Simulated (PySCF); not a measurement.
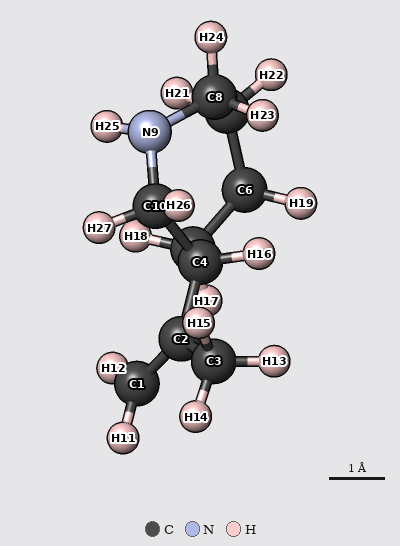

The structure (ball-and-stick view, seen at an oblique angle; atoms are numbered from 1 in the order of the input). Bond lengths as drawn: C–C 1.34 to 1.56 Å, C–H 1.09 to 1.11 Å, C–N 1.44 Å and H–N 1.01 Å.

**C9H17N: a changed input and its effect**

System: C9H17N, SMILES C=C(C)[C@H]1CCCCNC1.
Method of run A: GIAO PBE0/pcSseg-1 NMR shielding, non-relativistic, gas phase (PySCF 2.14.0).

The geometry comes from this level: PBE0-D3(BJ)/def2-SVP. Text and figures count atoms from 1; the logs count them from 0 in places.

Input file, run A:
```
{"job": {"kind": "nmr", "xc": "PBE0", "basis": "pcSseg-1"}, "charge": 0, "multiplicity": 1}
C      2.488644    -0.991702     0.161170
C      1.888978    -0.017701    -0.534581
C      2.686231     1.005488    -1.289547
C      0.385967     0.159016    -0.582115
C     -0.424189    -1.106191    -0.291370
C     -1.793088    -1.129490    -0.972846
C     -2.845799    -0.174467    -0.423613
C     -2.403567     1.279810    -0.268257
N     -1.380440     1.483035     0.731339
C     -0.000595     1.350039     0.342534
H      3.579271    -1.064273     0.195396
H      1.925539    -1.744039     0.718747
H      2.443679     0.970144    -2.365489
H      3.767623     0.846603    -1.174868
H      2.454748     2.029029    -0.951335
H      0.139950     0.458081    -1.618937
H      0.147538    -1.972456    -0.658740
H     -0.535641    -1.255275     0.798428
H     -1.640909    -0.920461    -2.047918
H     -2.195812    -2.155170    -0.925157
H     -3.174668    -0.528153     0.572212
H     -3.743926    -0.218792    -1.064290
H     -2.036034     1.677332    -1.230794
H     -3.288759     1.890923    -0.014365
H     -1.583299     0.938080     1.562816
H      0.333437     2.285030    -0.143125
H      0.592083     1.264480     1.267915
```

The first line tells a small driver script what to run in PySCF; the rest is the geometry in Å.

Command:
```bash
OMP_NUM_THREADS=1 python <driver script> task.json out
```

Hardware: 1 CPU thread, shared host.

Output, shortened to warnings, some set-up lines, iterations and results (run A):
```
coarse grid: 21376 points
[...]
cycle   1  E = -407.2419371933  dE =  1.076e+00  |g| = 4.905e-01  |ddm| = 4.560e+00
cycle   2  E = -407.2366396567  dE =  5.298e-03  |g| = 5.321e-01  |ddm| = 1.028e+00
cycle   3  E = -407.3085865796  dE = -7.195e-02  |g| = 5.870e-02  |ddm| = 5.486e-01
cycle   4  E = -407.3091559918  dE = -5.694e-04  |g| = 2.610e-02  |ddm| = 8.605e-02
cycle   5  E = -407.3093024111  dE = -1.464e-04  |g| = 8.503e-03  |ddm| = 3.599e-02
cycle   6  E = -407.3093181521  dE = -1.574e-05  |g| = 2.493e-03  |ddm| = 1.047e-02
cycle   7  E = -407.3093196677  dE = -1.516e-06  |g| = 5.299e-04  |ddm| = 2.618e-03
cycle   8  E = -407.3709267914  dE = -8.760e-05  |g| = 1.030e-02  |ddm| = 6.033e-02
cycle   9  E = -407.3709187905  dE =  8.001e-06  |g| = 1.182e-02  |ddm| = 2.117e-02
cycle  10  E = -407.3709546601  dE = -3.587e-05  |g| = 1.071e-03  |ddm| = 1.170e-02
cycle  11  E = -407.3709548976  dE = -2.375e-07  |g| = 3.925e-04  |ddm| = 1.541e-03
cycle  12  E = -407.3709549329  dE = -3.529e-08  |g| = 1.359e-04  |ddm| = 4.418e-04
cycle  13  E = -407.3709549369  dE = -3.979e-09  |g| = 5.044e-05  |ddm| = 1.687e-04
cycle  14  E = -407.3709549375  dE = -6.351e-10  |g| = 4.864e-06  |ddm| = 5.570e-05
converged SCF energy = -407.3709549375

GIAO shielding tensors (ppm)
atom      isotropic    diamagn.    paramagn.     s11        s22        s33       span
  0 C       70.483     254.550    -184.067    -32.812     92.217    152.045    184.857
  1 C       22.656     260.813    -238.156   -105.582     17.850    155.701    261.283
  2 C      157.210     245.198     -87.988    136.243    150.381    185.007     48.764
  3 C      133.471     252.330    -118.859    117.215    126.233    156.963     39.748
  4 C      151.764     248.701     -96.936    137.125    155.977    162.191     25.066
  5 C      151.439     245.450     -94.012    143.415    152.681    158.220     14.805
  6 C      147.120     246.615     -99.495    136.708    149.564    155.086     18.378
  7 C      136.653     244.004    -107.351    113.373    136.966    159.622     46.249
  8 N      216.781     323.079    -106.298    173.434    224.306    252.603     79.170
  9 C      127.148     245.532    -118.385     99.032    131.002    151.410     52.378
 10 H       26.266      30.321      -4.055     23.982     24.771     30.044      6.062
 11 H       26.419      33.806      -7.387     23.261     24.077     31.919      8.658
 12 H       29.543      28.501       1.042     25.605     28.199     34.825      9.221
 13 H       29.510      28.064       1.446     25.412     27.921     35.198      9.786
 14 H       29.318      29.289       0.028     24.478     29.800     33.674      9.196
 15 H       29.477      36.435      -6.958     26.090     29.797     32.545      6.455
 16 H       29.699      33.967      -4.268     23.500     30.351     35.246     11.746
 17 H       29.893      34.172      -4.279     26.905     28.885     33.889      6.984
 18 H       30.122      31.169      -1.048     25.849     28.967     35.548      9.699
 19 H       29.449      29.572      -0.123     24.023     28.082     36.242     12.219
 20 H       30.270      29.909       0.361     26.257     28.538     36.016      9.758
 21 H       29.619      27.881       1.738     24.908     27.500     36.450     11.542
 22 H       29.030      30.109      -1.079     25.948     27.427     33.715      7.767
 23 H       28.269      27.115       1.153     21.748     27.453     35.605     13.857
 24 H       31.244      35.214      -3.970     24.428     30.115     39.189     14.761
 25 H       27.967      32.072      -4.105     21.077     29.893     32.931     11.854
 26 H       29.170      32.747      -3.577     23.825     30.010     33.675      9.850
```

For run B the input was changed thus:
```diff
-"xc": "PBE0"
+"xc": "wB97X-D"
+"pop": false
```

Predict how the results change.

The total energies belong to different methods, so their difference says nothing on which is more stable or more accurate. The HOMO goes from −6.01 to −7.87 eV. The LUMO goes from 0.53 to 2.33 eV. Of all shieldings, the largest change is that of N9, by +3.5 ppm. The functional changes from PBE0 to wB97X-D. The SCF takes 13 iterations against 14.

Output, shortened to warnings, some set-up lines, iterations and results (run B):
```
coarse grid: 21376 points
[...]
cycle   1  E = -407.6239652418  dE =  1.529e+00  |g| = 3.733e-01  |ddm| = 4.527e+00
cycle   2  E = -407.6494120577  dE = -2.545e-02  |g| = 2.623e-01  |ddm| = 5.880e-01
cycle   3  E = -407.6638527358  dE = -1.444e-02  |g| = 5.626e-02  |ddm| = 2.271e-01
cycle   4  E = -407.6644788753  dE = -6.261e-04  |g| = 2.275e-02  |ddm| = 6.639e-02
cycle   5  E = -407.6646028289  dE = -1.240e-04  |g| = 4.729e-03  |ddm| = 2.721e-02
cycle   6  E = -407.6646089194  dE = -6.090e-06  |g| = 1.410e-03  |ddm| = 6.914e-03
cycle   7  E = -407.7311435537  dE = -3.318e-04  |g| = 5.835e-03  |ddm| = 6.427e-02
cycle   8  E = -407.7311495488  dE = -5.995e-06  |g| = 4.756e-03  |ddm| = 1.402e-02
cycle   9  E = -407.7311544035  dE = -4.855e-06  |g| = 7.676e-04  |ddm| = 4.237e-03
cycle  10  E = -407.7311545833  dE = -1.799e-07  |g| = 3.280e-04  |ddm| = 1.671e-03
cycle  11  E = -407.7311546111  dE = -2.781e-08  |g| = 8.359e-05  |ddm| = 4.180e-04
cycle  12  E = -407.7311546135  dE = -2.332e-09  |g| = 2.923e-05  |ddm| = 1.679e-04
cycle  13  E = -407.7311546138  dE = -3.266e-10  |g| = 1.100e-05  |ddm| = 6.905e-05
converged SCF energy = -407.7311546138

GIAO shielding tensors (ppm)
atom      isotropic    diamagn.    paramagn.     s11        s22        s33       span
  0 C       69.494     254.857    -185.363    -36.437     93.017    151.901    188.338
  1 C       21.572     260.980    -239.408   -109.661     18.070    156.306    265.967
  2 C      157.579     244.918     -87.338    136.659    151.254    184.825     48.165
  3 C      134.353     252.509    -118.156    118.920    126.519    157.619     38.699
  4 C      152.269     248.862     -96.594    137.789    156.483    162.534     24.745
  5 C      152.266     245.456     -93.190    144.255    153.536    159.007     14.751
  6 C      147.901     246.486     -98.585    137.547    150.317    155.840     18.293
  7 C      137.400     243.740    -106.340    114.971    137.127    160.103     45.132
  8 N      220.308     323.910    -103.602    175.954    227.504    257.467     81.514
  9 C      127.794     245.433    -117.640     99.819    131.489    152.074     52.256
 10 H       26.365      30.428      -4.063     24.028     24.855     30.212      6.184
 11 H       26.527      34.056      -7.529     23.339     24.197     32.046      8.707
 12 H       29.687      28.615       1.072     25.739     28.397     34.926      9.187
 13 H       29.635      28.065       1.569     25.483     28.066     35.355      9.873
 14 H       29.470      29.412       0.059     24.639     29.986     33.786      9.146
 15 H       29.676      36.729      -7.053     26.241     29.991     32.798      6.557
 16 H       29.859      34.215      -4.356     23.689     30.489     35.400     11.712
 17 H       30.046      34.546      -4.500     27.057     29.029     34.053      6.996
 18 H       30.272      31.375      -1.102     26.032     29.103     35.682      9.650
 19 H       29.637      29.642      -0.005     24.227     28.232     36.453     12.226
 20 H       30.397      30.075       0.322     26.430     28.636     36.126      9.696
 21 H       29.815      27.833       1.982     25.070     27.694     36.680     11.610
 22 H       29.189      30.322      -1.132     26.094     27.592     33.882      7.788
 23 H       28.440      27.120       1.320     21.966     27.589     35.765     13.799
 24 H       31.444      35.567      -4.124     24.603     30.260     39.469     14.866
 25 H       28.142      32.278      -4.136     21.274     30.022     33.131     11.857
 26 H       29.328      33.014      -3.686     23.983     30.161     33.840      9.857
```

The two runs side by side:

```tsv
quantity	run A	run B
outcome	converged	converged
total energy (hartree)	−407.370955	−407.731155
HOMO (eV)	−6.01	−7.87
LUMO (eV)	0.53	2.33
dipole moment (D)	0.76	0.78
shielding of C1 (ppm)	70.5	69.5
shielding of C2 (ppm)	22.7	21.6
shielding of C4 (ppm)	133.5	134.4
shielding of C6 (ppm)	151.4	152.3
shielding of C7 (ppm)	147.1	147.9
shielding of C8 (ppm)	136.7	137.4
shielding of N9 (ppm)	216.8	220.3
SCF iterations	14	13
basis functions	255	255
wall time (shared host)	2.2 min	2.3 min
```
